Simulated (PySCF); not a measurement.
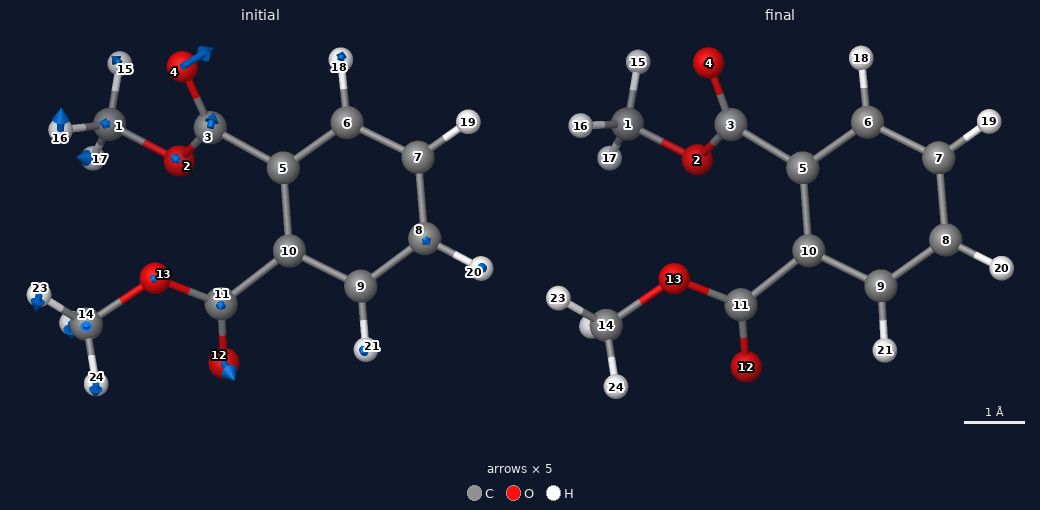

The structure of C10H10O4 before (left) and after (right) a relaxation, at one scale. The blue arrows give the displacements, 5 times their true length.

A ball-and-stick model, seen at a tilt.

The start comes from GFN2-xTB. Its atoms were then displaced at random by about 0.01 Å.

The calculation used PySCF 2.14.0, density-fitted response routines, PBE0-D3(BJ)/def2-SVP geometry optimisation, gas phase. 

> What changed between the two?

After 9 geometry steps the energy has fallen by 24.0 kJ/mol. The atom that moves furthest after the best rigid fit is an O atom (0.16 Å). Largest moves by element: O 0.16 Å, H 0.09 Å, C 0.06 Å. Among the contacts that change: C–O 1.257 → 1.203 Å, C–H 1.125 → 1.096 Å, C–H 1.074 → 1.100 Å, C–C 1.378 → 1.396 Å. Among the angles between lasting bonds that change: O–C–H 107.8° → 110.6°, H–C–H 107.6° → 110.3°, H–C–H 111.0° → 108.3°.
